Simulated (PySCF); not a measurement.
Vertical excitations of a molecule C3H6FNSi from TDA-M06-2X/def2-SVPD run with PySCF, as energy in eV (oscillator strength): 5.62 (0.006), 6.27 (0.010), 6.44 (0.007), 6.83 (0.008), 7.10 (0.016), 7.24 (0.008), 7.57 (0.044), 7.62 (0.041), 7.64 (0.128), 7.83 (0.044). Lowest triplet (TDA): 5.32 eV. The structure is a stationary point at ωB97X-D3(BJ)/def2-SVP. One conformer was computed; it need not be the lowest.

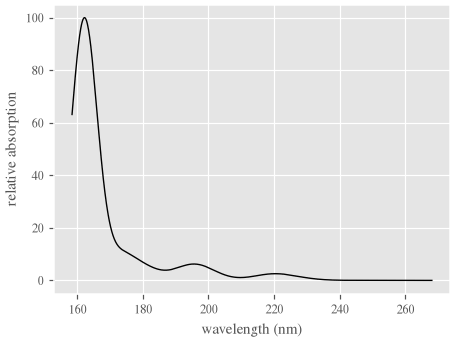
*The lines broadened by 0.4 eV.*

Problem. Which structure fits?
(A) F[C@H]1CC([SiH3])=N1
(B) NC=C=C[SiH2]F
(C) C#C[C@H](N)[SiH2]F
(D) C[C@@H](C#N)[SiH2]F

Solution. C, C#C[C@H](N)[SiH2]F
